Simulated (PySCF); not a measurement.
Input

```
{"job": {"kind": "nmr", "xc": "PBE0", "basis": "pcSseg-1", "pop": false}, "charge": 0, "multiplicity": 1}
C     -1.546959    -0.134825    -1.322612
C     -1.673866    -0.352365     0.177420
O     -0.511685    -0.969121     0.741103
C      0.637128    -0.296738     0.685994
C      1.264660     0.572199     1.527650
C      2.457388     0.700720     0.659268
O      3.470172     1.332560     0.676702
C      1.777138    -0.307091    -0.302287
O      2.023531    -0.847884    -1.336543
H     -0.784489     0.609377    -1.544776
H     -2.497551     0.209437    -1.720212
H     -1.273951    -1.065443    -1.813695
H     -1.867109     0.596778     0.694306
H     -2.477964    -1.054997     0.403057
H      1.003558     1.007392     2.474625
```

Run with:

```sh
OMP_NUM_THREADS=1 python ens_run.py task.json out
```

Geometry: GFN2-xTB.

Theory: PBE0/pcSseg-1, SCF density, gas phase, non-relativistic in PySCF.

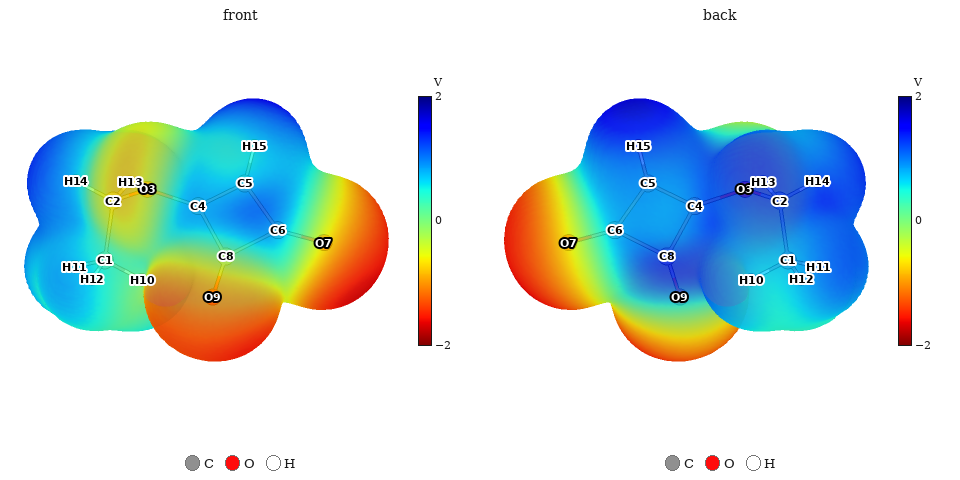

C₆H₆O₃ (SMILES CCOc1cc(=O)c1=O). The molecular electrostatic potential painted on the density surface at 0.002 e/bohr³, seen from the front and from behind; red is negative and blue positive.

**Which sites attract a positive test charge, and which a negative one?**

A positive charge is drawn to the negative regions and a negative charge to the positive ones. The most negative region (about −1.7 V) lies over O7, the most positive (about +1.7 V) over H15. O7 is the likeliest acceptor of a hydrogen bond.
